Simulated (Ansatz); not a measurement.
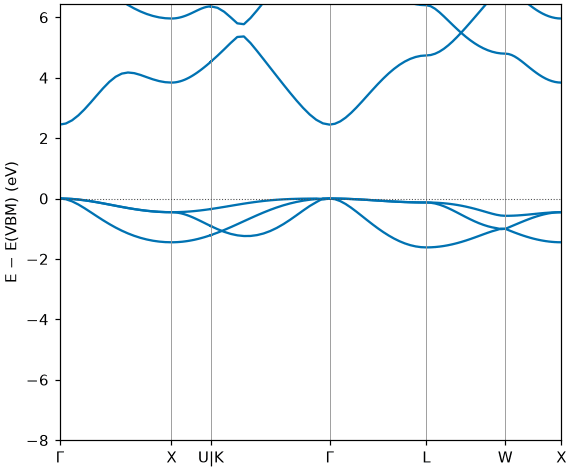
*Band structure from plane-wave PAW PBE (Ansatz code)*

### Question
Read off the gap and where the band edges lie.

### Answer
About 2.4 eV (2.45 eV by a search for the band edges); maximum at Γ, minimum at Γ.

The material is Na2S (anti-fluorite, Fm-3m).

Symmetry was held in the PBE relaxation.

Potentials: the later of the program's two PAW sets.
